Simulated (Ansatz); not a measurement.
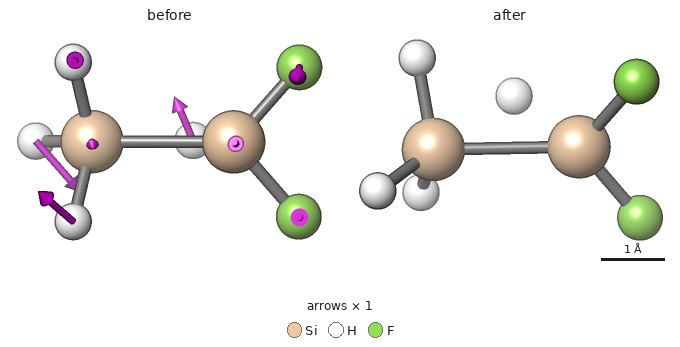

The structure of Si2H4F2 before (left) and after (right) a constrained relaxation, at one scale. The purple arrows give the displacements, at their true length.

The picture is a ball-and-stick view, seen face on.

The reaction that was planned forms Si2–H3 and breaks Si1–Si2, Si1–H3 (atoms numbered from 1 in input order).

Level of theory: Ansatz 0.2.0, RKS PBE0-D4/def2-SVP.

The input:
```yaml
crystal:
  periodic: [false, false, false]
  atoms:
    - {symbol: Si, position_ang: [-0.876800, 0.232500, -0.880400]}
    - {symbol: Si, position_ang: [1.050800, -0.050500, 0.408300]}
    - {symbol: H, position_ang: [-0.890900, -0.387700, 0.896800]}
    - {symbol: F, position_ang: [-1.834800, -0.932800, -1.441000]}
    - {symbol: F, position_ang: [-2.041200, 1.320800, -0.658600]}
    - {symbol: H, position_ang: [1.666700, -1.044600, -0.470300]}
    - {symbol: H, position_ang: [1.451300, 1.356000, 0.378800]}
    - {symbol: H, position_ang: [1.474800, -0.493600, 1.766500]}
basis:
  gaussian: {orbitals: def2-SVP}
hamiltonian: {xc: pbe0, dispersion: d4}
relax: {f_tol: 0.04, max_steps: 150, escape_saddle: false, constraints: [{distance: [1, 2]}, {distance: [0, 1]}, {distance: [0, 2]}]}
```

Launched with:
```bash
ansatz run in.yaml --threads 4 --pin off --events-out ev --progress --plain --max-ram 9574MiB
```

Describe what moved and what it gained.

After 11 geometry steps the energy has fallen by 75.5 kJ/mol. The largest force component goes from 0.92 to 0.018 eV/Å. The largest move after the best rigid fit is that of H8, 1.10 Å. Largest moves by element: H 1.10 Å, F 0.71 Å, Si 0.37 Å. Among the contacts that change: Si2–H6 1.463 → 1.510 Å, Si2–H7 1.463 → 1.489 Å. Bond angles that change, for instance: Si1–Si2–H8 140.7° → 98.8°, Si1–Si2–H6 95.6° → 126.2°, H7–Si2–H8 103.1° → 117.3°.
